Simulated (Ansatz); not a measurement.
The reference is PbTe in the rock salt structure (space group Fm-3m, No. 225; a = 6.442 Å). Axes: x, y, z lie along the cube axes.

Now apply this change: strain tensor (xx, yy, zz, yz, xz, xy) = (+0.16, −0.77, −1.16, +0.53, −0.24, −0.66) %; the atoms relax in the strained cell.

Computed with PBEsol (Ansatz, a quantum-chemistry and plane-wave program, PAW, no spin-orbit coupling).

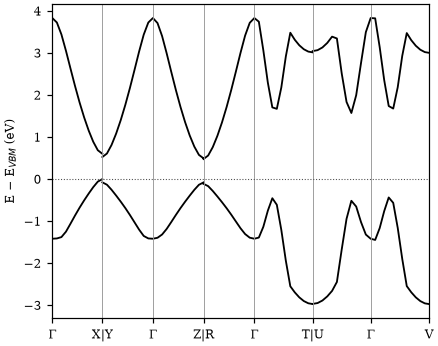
Figure: Highest valence and lowest conduction band along the path of the changed cell's own zone

The gap is 0.48 eV, indirect, X → R; the base has 0.65 eV.

Spin-orbit coupling, missing from the scalar runs, can matter with Pb and Te. Whether these cells are dynamically stable was not tested. k-point labels follow each cell's own Brillouin zone.
